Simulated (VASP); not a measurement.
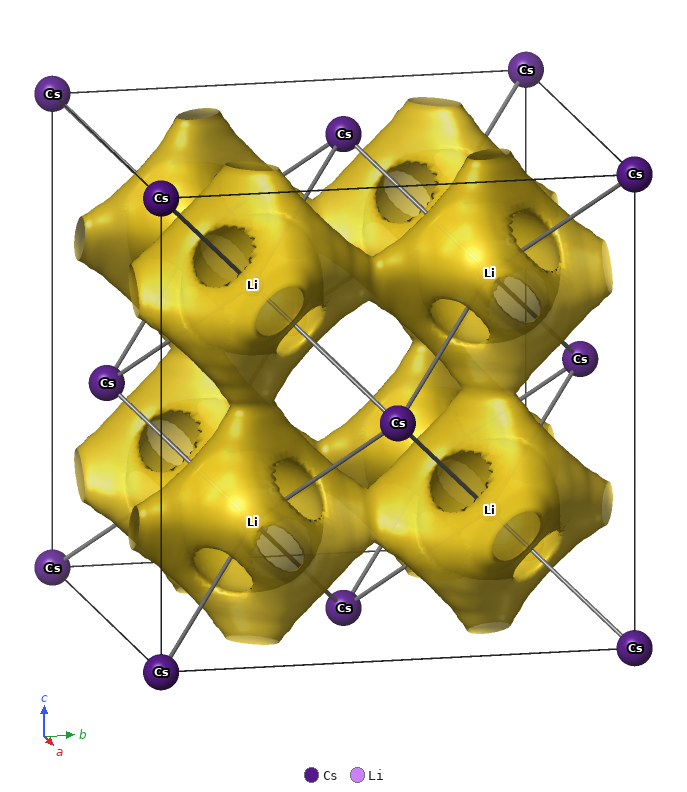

CsLi2. Isosurface of the ELF at 0.55 (yellow), seen slightly off an axis. Only the valence region is drawn (cores and ρ < 0.01 e/Å³ removed). Sticks mark near contacts.

Space group Fm-3m; a generated structure, not necessarily the stable one.

These are results of Kohn-Sham DFT of a periodic cell, PBE, VASP PAW PBE potentials, recommended (VASP 6.6.1), not measurements.

In a PAW calculation such maps are meaningful between the atoms, not at the nuclei.

**Where are the electrons localised?**

The surface consists of one network that runs through the whole crystal, counted in one cell of 12 atoms. Any copies at cell faces, edges or corners count once. Profiles from the grid: Cs–Li (3.97 Å): the ELF is about 0.05 at the midpoint (no localised pair shows between them).
